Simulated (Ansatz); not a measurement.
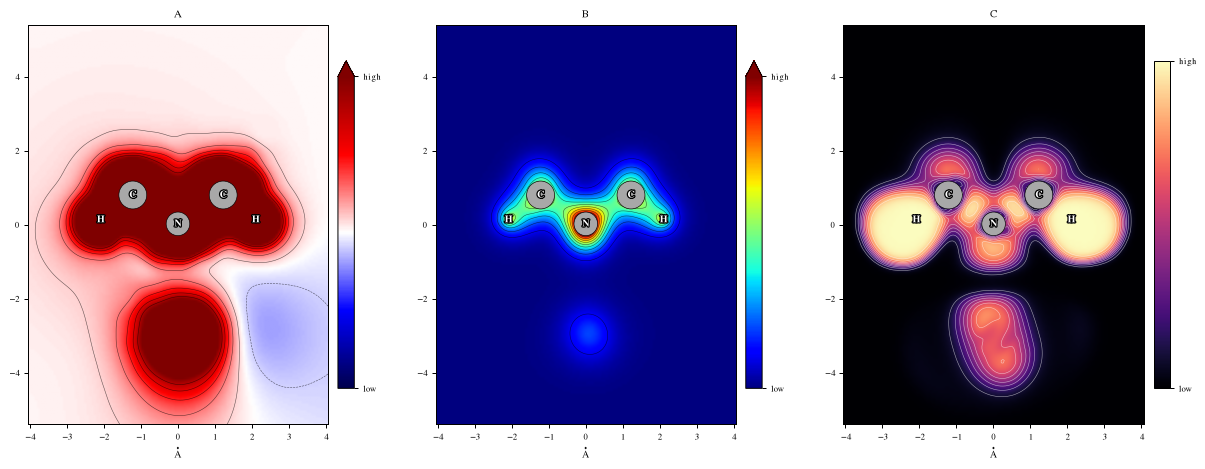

AlH₃O···C₂H₇N: 3 fields on the plane of atoms C3, N2 and C4, with unlabelled colour scales. Grey discs cover the atomic cores.

Not at a stationary point (largest force 2.0 eV/Å).

Level of theory: Ansatz 0.2.0, UKS B3LYP-D4/def2-SVP.

```xyz
15

Al   -1.4591    1.9348    0.9980
N     0.2279   -0.4784   -0.2586
C    -0.0276   -1.8259    0.2089
C     0.8969   -0.3931   -1.5401
H    -1.6819    3.0578   -0.0887
H    -2.5285    0.9439    1.5927
H     0.7101    0.0700    0.4560
O     0.1769    1.8388    1.7806
H    -0.7161   -2.3459   -0.4784
H    -0.5025   -1.7961    1.2001
H     0.8894   -2.4467    0.2830
H     0.2650   -0.8298   -2.3313
H     1.8711   -0.9261   -1.5705
H     1.0760    0.6610   -1.8027
H     0.8024    2.5359    1.5506
```

Which field does each panel show? The fields are: electron density, electron localisation function and electrostatic potential.

Panel A: electrostatic potential (strongly positive close to the atoms and fading to about zero outside). Panel B: electron density. Panel C: electron localisation function. From the grid: C–N (1.45 Å): the density is about 2 e/Å³ at the midpoint; the ELF peaks at about 0.95 between the atoms: a covalent bond.
